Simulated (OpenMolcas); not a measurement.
## Excited-state calculation, with input and output: PF3 (part 1 of 2)

The run: excited-state calculation of PF3, SMILES FP(F)F. Method and program: CASSCF/ANO-L-VDZP (OpenMolcas 26.06).

The geometry comes from this level: GFN2-xTB.

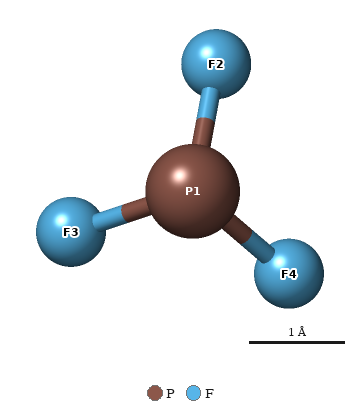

**Figure 1.** The structure as given in the input (ball-and-stick view, seen at a tilt; atoms are numbered from 1 in the order of the input). Bond lengths as drawn: F–P 1.60 Å.

### Input file
```
* F3P CASSCF
>>> EXPORT MOLCAS_PRINT=2
&GATEWAY
Coord
4
angstrom
P       -0.004630       0.005090       0.642290
F        1.349610      -0.029560      -0.203150
F       -0.648490       1.180250      -0.228190
F       -0.696500      -1.155780      -0.210950
Basis=ANO-L-VDZP
Group=NoSym
&SEWARD
&RASSCF
FileOrb=$CurrDir/step2.RasOrb
Spin=1
Nactel=10 0 0
Inactive=16
Ras2=8
CIRoot=3 3 1
OrbListing=Nothing
&RASSI
NrOfJobIphs=1 all
```

Launched with:
```bash
export MOLCAS_MEM=1860
pymolcas step12.input > step12.log
```

### What the program printed
```
--- Start Module: gateway ---

                                              &GATEWAY

                       available to each process: 1.9 GB of memory, 1 thread

++    Symmetry information:
      ---------------------

                    Character Table for C1

                             E
                    a        1  x, y, xy, Rz, z, xz, Ry, yz, Rx, I
--

++    Basis set information:
      ----------------------

      Basis set label: P.ANO-L...4S3P1D.

      Electronic valence basis set:
      ------------------
      Associated Effective Charge  15.000000 au
      Associated Actual Charge     15.000000 au
      Nuclear Model: Point charge

      Shell  nPrim  nBasis  Cartesian Spherical Contaminant
         s      17       4        X
         p      12       3        X
         d       5       1                 X

      Basis set label: F.ANO-L...3S2P1D.

      Electronic valence basis set:
      ------------------
      Associated Effective Charge   9.000000 au
      Associated Actual Charge      9.000000 au
      Nuclear Model: Point charge

      Shell  nPrim  nBasis  Cartesian Spherical Contaminant
         s      14       3        X
         p       9       2        X
         d       4       1                 X
--

++    Molecular structure info:
      -------------------------

                    ************************************************
                    **** Cartesian Coordinates / bohr, angstrom ****
                    ************************************************

     Center  Label                x              y              z                     x              y              z
        1      P1              -0.008749       0.009619       1.213752             -0.004630       0.005090       0.642290
        2      F2               2.550393      -0.055860      -0.383898              1.349610      -0.029560      -0.203150
        3      F3              -1.225468       2.230349      -0.431217             -0.648490       1.180250      -0.228190
        4      F4              -1.316194      -2.184108      -0.398638             -0.696500      -1.155780      -0.210950

                    ***************************************
                    *    InterNuclear Distances / bohr    *
                    ***************************************

               1 P1            2 F2            3 F3            4 F4
    1 P1       0.000000
    2 F2       3.017612        0.000000
    3 F3       3.019598        4.414309        0.000000
    4 F4       3.020207        4.413633        4.415509        0.000000

                    *******************************************
                    *    InterNuclear Distances / angstrom    *
                    *******************************************

               1 P1            2 F2            3 F3            4 F4
    1 P1       0.000000
    2 F2       1.596852        0.000000
    3 F3       1.597902        2.335952        0.000000
    4 F4       1.598225        2.335594        2.336587        0.000000
--

            Nuclear Potential Energy            189.19029817 au

--- Stop Module: gateway /rc=_RC_ALL_IS_WELL_ ---

--- Start Module: seward ---

                                              &SEWARD

                       available to each process: 1.9 GB of memory, 1 thread

               SEWARD will generate:
                  Multipole Moment integrals up to order  2
                  Kinetic Energy integrals
                  Nuclear Attraction integrals (point charge)
                  One-Electron Hamiltonian integrals
                  Velocity integrals
                  Orbital angular momentum around ( -0.0012   0.0013   0.1652 )
                  Velocity quadrupole around ( -0.0012   0.0013   0.1652 )
                  Two-Electron Repulsion integrals

                   Integrals are discarded if absolute value <: 1.00E-14
                   Integral cutoff threshold is set to       <: 1.00E-16

            Nuclear Potential Energy            189.19029817 au

      Basis set specifications :
      Symmetry species         a
      Basis functions           60

--- Stop Module: seward /rc=_RC_ALL_IS_WELL_ ---
--- Module seward spent 3 seconds ---

--- Start Module: rasscf ---

                                              &RASSCF

                       available to each process: 1.9 GB of memory, 1 thread

      Header of the ONEINT file:
      --------------------------

      OrdInt status: non-squared

      Cartesian coordinates in angstrom:
      -----------------------------------------------------
      No.  Label        X            Y            Z
      -----------------------------------------------------
       1   P1        -0.00463000   0.00509000   0.64229000
       2   F2         1.34961000  -0.02956000  -0.20315000
       3   F3        -0.64849000   1.18025000  -0.22819000
       4   F4        -0.69650000  -1.15578000  -0.21095000
      -----------------------------------------------------
      Nuclear repulsion energy =  189.19029817

++    Wave function specifications:
      -----------------------------

      Number of closed shell electrons          32
      Number of electrons in active shells      10
      Max number of holes in RAS1 space          0
      Max nr of electrons in RAS3 space          0
      Number of inactive orbitals               16
      Number of active orbitals                  8
      Number of secondary orbitals              36
      Spin quantum number                      0.0
      State symmetry                             1
--

++    Orbital specifications:
      -----------------------

      Symmetry species                           1
                                                 a
      Frozen orbitals                            0
      Inactive orbitals                         16
      Active orbitals                            8
      RAS1 orbitals                              0
      RAS2 orbitals                              8
      RAS3 orbitals                              0
      Secondary orbitals                        36
      Deleted orbitals                           0
      Number of basis functions                 60
--

++    CI expansion specifications:
      ----------------------------

      Number of CSFs                          1176
      Number of spin combinations             1596
      Number of determinants                  3136
      Number of root(s) required                 3
      Root chosen for geometry opt.              3
      CI roots used                              1     2     3
      weights                                0.333 0.333 0.333
      highest root included in the CI            3
      max. size of the explicit Hamiltonian    200
--

++    Optimization specifications:
      ----------------------------

      RASSCF algorithm: Conventional
      Maximum number of macro iterations       200
      Maximum number of SX iterations          100
      Threshold for RASSCF energy            1.000E-08
      Threshold for max MO rotation          1.000E-01
      Threshold for max BLB element          1.000E-04
      Level shift parameter                  5.000E-01
      Make Quasi-Newton update
--

      The MO-coefficients are taken from the file:
      step2.RasOrb
      Title: RASSCF average (pseudo-natural) orbitals

      Total molecular charge    0.00

      ************************************************************************************************************************
      *                                            Wave function control section                                             *
      ************************************************************************************************************************

                                         RASSCF iterations: Energy and convergence statistics
                                         ----------------------------------------------------

          iter iter root      energy       change     param      element    value   shift minimum  type update hh:mm:ss
 Nr of preliminary CI iterations:   5
        1   1    6    0  -639.07340832    0.00E+00   3.07E-04   11  24 1 -1.07E-04*  0.16   0.00    SX    NO    0:00:00
        2   1    5    0  -639.07340840   -7.16E-08*  1.36E-04   11  21 1  2.07E-05   0.16   0.00    SX    NO    0:00:00
        3   1    5    0  -639.07340840   -9.05E-09   5.96E-05   11  21 1  6.90E-06   0.16   0.00    SX    NO    0:00:00
        4   6    6    0  -639.07341084   -2.43E-06*  1.56E-04   11  24 1  8.97E-05   0.16   0.00    SX    NO    0:00:00
        5   3    5    0  -639.07341087   -3.38E-08*  1.09E-04   11  24 1  2.18E-05   0.16   1.51    QN   YES    0:00:00
        6   3    5    0  -639.07341089   -1.32E-08*  8.26E-05   16  51 1 -7.11E-06   0.16   1.11    QN   YES    0:00:00
        7   1    5    0  -639.07341089   -1.05E-09   2.80E-05   11  24 1 -1.24E-05   0.16   0.67    QN   YES    0:00:00
      Convergence after  7 iterations
        8   1    5    0  -639.07341089   -6.86E-10   2.80E-05   11  24 1 -2.58E-06   0.16   0.67    QN   YES    0:00:00

      ************************************************************************************************************************
                                                      Wave function printout:
                       occupation of active orbitals, and spin coupling of open shells (u,d: Spin up or down)
      ************************************************************************************************************************

      Note: transformation to natural orbitals
      has been made, which may change the order of the CSFs.

      printout of CI-coefficients larger than  0.05 for root  1
      energy=    -639.292566
      conf/sym  11111111     Coeff  Weight
             1  22222000  -0.98306 0.96641
             3  22220200   0.08344 0.00696
             6  22220020   0.06349 0.00403
           285  02222002   0.05170 0.00267

      printout of CI-coefficients larger than  0.05 for root  2
      energy=    -638.966935
      conf/sym  11111111     Coeff  Weight
             2  2222ud00   0.35788 0.12808
             4  2222u0d0  -0.89054 0.79306
             5  22220ud0   0.15433 0.02382
            31  22u22d00   0.08403 0.00706
            73  u22220d0  -0.05903 0.00348
            74  u222dud0  -0.05928 0.00351

      printout of CI-coefficients larger than  0.05 for root  3
      energy=    -638.960732
      conf/sym  11111111     Coeff  Weight
             2  2222ud00   0.89818 0.80673
             3  22220200   0.09358 0.00876
             4  2222u0d0   0.35651 0.12710
             6  22220020  -0.09524 0.00907
            33  22u220d0   0.07914 0.00626
            71  u2222d00  -0.05844 0.00342
           286  0222ud02  -0.05043 0.00254

      Natural orbitals and occupation numbers for root  1
      sym 1:   1.979525   1.996689   1.992652   1.999195   1.964589   0.032149   0.020679   0.014522

      Natural orbitals and occupation numbers for root  2
      sym 1:   1.958635   1.987600   1.984884   1.995859   1.083349   0.054107   0.920733   0.014833

      Natural orbitals and occupation numbers for root  3
      sym 1:   1.972851   1.988888   1.982716   1.994767   1.111674   0.881336   0.040892   0.026877

      ************************************************************************************************************************
      *                                                    Final results                                                     *
      ************************************************************************************************************************

++    Final optimization conditions:
      ------------------------------

      Average CI energy                            -639.07341089
      RASSCF energy for state  3                   -638.96073154
      Super-CI energy                                -0.00000000
      RASSCF energy change                            0.00000000
      Max change in MO coefficients              -2.016E-05
      Max non-diagonal density matrix element     2.800E-05
      Maximum BLB matrix element                 -2.579E-06
      (orbital pair  11,  24 in symmetry   1)
      Norm of electronic gradient            9.117E-02
--

      Final state energy(ies):
      ------------------------

::    RASSCF root number  1 Total energy:   -639.29256602
::    RASSCF root number  2 Total energy:   -638.96693511
::    RASSCF root number  3 Total energy:   -638.96073154
      Von Neumann Entropy (Root   1) =  0.26385

      Mulliken population analysis for root number:  1
      -----------------------------------------------

++    Molecular charges:
      ------------------

      Mulliken charges per centre
      ---------------------------

                P1      F2      F3      F4
      Total   13.9957  9.3607  9.3596  9.2840

      N-E      1.0043 -0.3607 -0.3596 -0.2840

      Total electronic charge=   42.000000

      Total            charge=   -0.000000
--

      Expectation values of various properties for root number:  1
      -----------------------------------------------------------

++    Molecular properties:
      ---------------------

      Charge (e):
                      =   -0.0000
      Dipole Moment (debye):
      Origin of the operator (angstrom)=   -0.0006    0.0007    0.0874
                   X= -1.8529E-01               Y= -2.7971E-01               Z=  1.9011E+00           Total=  1.9305E+00
      Quadrupole Moment (debye*angstrom):
      Origin of the operator (angstrom)=   -0.0006    0.0007    0.0874
                  XX= -2.9317E+01              XY=  2.4132E-01              XZ=  1.1413E-01              YY= -2.9056E+01
                  YZ=  2.0340E-01              ZZ= -2.7990E+01
      In traceless form (debye*angstrom)
                  XX= -7.9343E-01              XY=  3.6198E-01              XZ=  1.7119E-01              YY= -4.0271E-01
                  YZ=  3.0510E-01              ZZ=  1.1961E+00
--
```
